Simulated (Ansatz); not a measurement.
# AlClH6SSi2: single point in a Gaussian basis in Python

A script is to give a single point in a Gaussian basis; the system is AlClH6SSi2. SMILES: [SiH3][SiH](S)[AlH][Cl].

All numbers are computed with Ansatz 0.2.0, driven from Python. Level of theory: r2SCAN/cc-pVDZ.

## 1. The structure

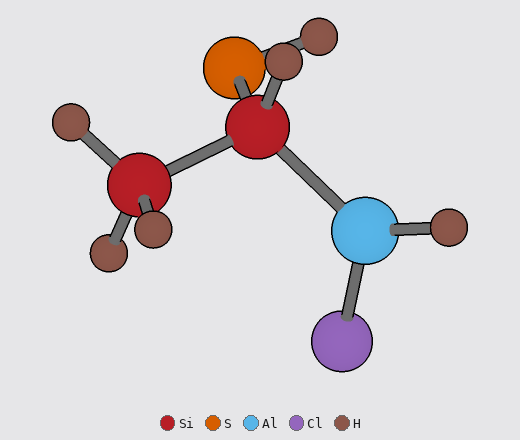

The structure that the script starts from, seen from a chosen angle (silicon red, sulfur orange, aluminium blue, chlorine purple, hydrogen brown).

No structure file is read: the coordinates are typed or built in the script.

## 2. Script

The input, energy.py:

```python
"""Single point of AlClH6SSi2."""

import argparse
import warnings

import ansatz
import numpy as np
import pandas as pd

parser = argparse.ArgumentParser(description="Single point of AlClH6SSi2.")
parser.add_argument("--basis-set", required=True, help="basis")
parser.add_argument("--functional", required=True, help="exchange-correlation functional")
args = parser.parse_args()

GEOMETRY = """
Si   -1.40330    0.35760    1.20290
Si    0.44080   -0.43860    0.36430
S     2.06200    0.78450    0.98080
Al    0.39260   -0.41630   -1.99270
Cl    0.01840    1.47440   -3.07860
H    -1.63150    1.78960    0.69050
H    -2.55540   -0.42870    0.76020
H    -1.34270    0.43330    2.65300
H     0.63590   -1.79410    0.89220
H     3.02120   -0.02340    0.32970
H     0.42740   -1.79530   -2.78190
"""

warnings.simplefilter("ignore", ansatz.DeckWarning)

molecule = ansatz.Crystal.molecule()
for line in GEOMETRY.strip().splitlines():
    symbol, *xyz = line.split()
    molecule = molecule.atom(symbol, [float(v) for v in xyz])

calculation = (
    molecule.calculation()
    .basis(gaussian=args.basis_set)
    .functional(args.functional)
    .forces()
)
trace = []
outcome = calculation.session().plan().execute(on_event=trace.append)
rep = outcome.report
for event in trace:
    if event["event"] == "mean_field_evaluation" and event["data"]["evaluation"] <= 25:
        print("pass {evaluation:3d}  E = {energy_ev:.6f} eV  gradient {gradient_ev:.1e}".format(**event["data"]))

print(f"E = {rep['free_energy_ev']:.6f} eV = {rep['free_energy_ev'] / 27.211386246:.7f} Ha")
print("converged:", rep["converged"], " doubts:", rep["published_state_doubts"] or "none")

symbols = [site.symbol for site in molecule.cartesian_sites]
print("forces (eV/A)")
for symbol, f in zip(symbols, rep["forces_ev_ang"]):
    print(f"  {symbol:2s} {f[0]:9.4f} {f[1]:9.4f} {f[2]:9.4f}")

charges = rep["charge_distribution"]
table = pd.DataFrame({"atom": symbols, "mulliken": charges["mulliken_charges_e"], "lowdin": charges["lowdin_charges_e"]})
print(table.round(3).to_string())
print("dipole (e A):", np.round(charges["dipole_moment_e_ang"], 4) + 0.0)
```

## 3. Launch

On the command line:

```
> python energy.py --basis-set cc-pVDZ --functional r2SCAN
```

Log:

```text
pass   1  E = -45804.693664 eV  gradient 2.0e+01
pass   2  E = -45804.787625 eV  gradient 2.0e+01
pass   3  E = -45806.051871 eV  gradient 5.1e+00
pass   4  E = -45806.145449 eV  gradient 1.0e+00
pass   5  E = -45806.148597 eV  gradient 4.1e-01
pass   6  E = -45806.149202 eV  gradient 7.5e-02
pass   7  E = -45806.077719 eV  gradient 1.0e-01
pass   8  E = -45806.077751 eV  gradient 1.6e-02
pass   9  E = -45806.077751 eV  gradient 9.8e-03
pass  10  E = -45806.077752 eV  gradient 1.6e-03
pass  11  E = -45806.077752 eV  gradient 1.6e-03
pass  12  E = -45806.077752 eV  gradient 4.3e-04
pass  13  E = -45806.077752 eV  gradient 1.2e-04
pass  14  E = -45806.077752 eV  gradient 4.2e-05
pass  15  E = -45806.077752 eV  gradient 9.3e-06
pass  16  E = -45806.077752 eV  gradient 9.6e-06
E = -45806.077766 eV = -1683.3423094 Ha
converged: True  doubts: none
forces (eV/A)
  Si   -1.6166    2.0613    0.0776
  Si    1.1783   -0.7444   -0.6920
  S     1.6938   -0.0669   -0.1963
  Al   -0.4920    0.5148   -1.1267
  Cl    0.2452   -0.8824    0.4862
  H     0.1225   -0.5451    0.1658
  H    -0.4985   -0.4647   -0.1397
  H    -0.0463   -0.0488    0.9121
  H     0.0665   -0.7151    0.1894
  H    -0.7580    0.7817    0.6181
  H     0.1050    0.1095   -0.2946
   atom  mulliken  lowdin
0    Si     0.117   0.146
1    Si    -0.023  -0.140
2     S    -0.220   0.183
3    Al     0.505  -0.151
4    Cl    -0.287   0.149
5     H    -0.022  -0.025
6     H    -0.036  -0.035
7     H    -0.025  -0.040
8     H    -0.021  -0.029
9     H     0.120   0.017
10    H    -0.109  -0.077
dipole (e A): [ 0.115  -0.4352  0.1414]
```

Wall time 14 s (1 thread of Arm Neoverse V1, shared host); peak memory 0.34 GiB.

Lines on the test bed's own set-up are left out of the output.

A comment line of the script is reworded here; the code is as run.

## 4. What the engine kept of the run

The report of the run holds:

| item | value |
| --- | --- |
| SCF cycles in all | 16 |
| orbitals | 120 |
| total energy (eV) | -45806.07777 |

## 5. The same input on the command line

Run from a file, the same calculation prints its log.

The input, input.yaml:

```yaml
crystal:
  periodic: [false, false, false]
  atoms:
    - { symbol: Si, position_ang: [-1.4033, 0.3576, 1.2029] }
    - { symbol: Si, position_ang: [0.4408, -0.4386, 0.3643] }
    - { symbol: S, position_ang: [2.062, 0.7845, 0.9808] }
    - { symbol: Al, position_ang: [0.3926, -0.4163, -1.9927] }
    - { symbol: Cl, position_ang: [0.0184, 1.4744, -3.0786] }
    - { symbol: H, position_ang: [-1.6315, 1.7896, 0.6905] }
    - { symbol: H, position_ang: [-2.5554, -0.4287, 0.7602] }
    - { symbol: H, position_ang: [-1.3427, 0.4333, 2.653] }
    - { symbol: H, position_ang: [0.6359, -1.7941, 0.8922] }
    - { symbol: H, position_ang: [3.0212, -0.0234, 0.3297] }
    - { symbol: H, position_ang: [0.4274, -1.7953, -2.7819] }
basis:
  gaussian: { orbitals: cc-pVDZ }
hamiltonian:
  xc: r2scan
output:
  forces: true
```

On the command line:

```
> ansatz run input.yaml --threads 1 --pin off --max-ram 4096MiB --backend cpu --events-out ev --progress --plain --runs-dir out
```

Log, cut to the lines that bear on the results:

```text
Warning: RAYON_NUM_THREADS=1 ignored (pool sized by the plan → 1); use --threads N
[...]
Functional definition: r2SCAN
[...]
1592 factors; their error is unknown
[...]
mean field -45806.07775163 eV, -1683.3423088976 hartree, gradient 9.6e-6 eV, S^2 0.000000; 0 other end points of the search recorded, 0 dependent functions left out
[...]
reference -45806.07776556 eV, -1683.3423094096 hartree; 40, 40 occupied and 80, 80 virtual orbitals, 1592 factors
Total energy: -45806.07776556 eV, -1683.3423094096 hartree
Atom 0 at    -1.403300     0.357600     1.202900 Å, force    -1.616583     2.061312     0.077609 eV/Å
Atom 1 at     0.440800    -0.438600     0.364300 Å, force     1.178327    -0.744404    -0.692037 eV/Å
Atom 2 at     2.062000     0.784500     0.980800 Å, force     1.693784    -0.066938    -0.196291 eV/Å
Atom 3 at     0.392600    -0.416300    -1.992700 Å, force    -0.491976     0.514804    -1.126668 eV/Å
Atom 4 at     0.018400     1.474400    -3.078600 Å, force     0.245209    -0.882386     0.486219 eV/Å
Atom 5 at    -1.631500     1.789600     0.690500 Å, force     0.122539    -0.545092     0.165781 eV/Å
Atom 6 at    -2.555400    -0.428700     0.760200 Å, force    -0.498471    -0.464653    -0.139705 eV/Å
Atom 7 at    -1.342700     0.433300     2.653000 Å, force    -0.046299    -0.048753     0.912137 eV/Å
Atom 8 at     0.635900    -1.794100     0.892200 Å, force     0.066533    -0.715119     0.189435 eV/Å
Atom 9 at     3.021200    -0.023400     0.329700 Å, force    -0.758013     0.781748     0.618121 eV/Å
Atom 10 at     0.427400    -1.795300    -2.781900 Å, force     0.104950     0.109479    -0.294600 eV/Å
Dipole moment:     0.114992    -0.435194     0.141400 e Å
```

It took 14 s on 1 thread of Arm Neoverse V1, shared host; peak memory 0.2 GiB.

Script and command line differ by 0.000 meV in the energy.

## 6. Summary of results

```
     quantity           value
 total energy  -45806.0778 eV
largest force      2.621 eV/Å
dipole moment          2.27 D
```

In words: Forces reach 2.62 eV/Å, so the atoms aren't at rest. Caveats:
- The geometry is a force-field or estimated start, not a minimum of this method, and the basis set is short of its limit.
- The Löwdin charges here are taken after orthogonalising the functions within each atom; they differ from plain Löwdin charges, and their signs can be unphysical.
- Early passes use coarser integrals and grids, so their energies can't be compared with the last.
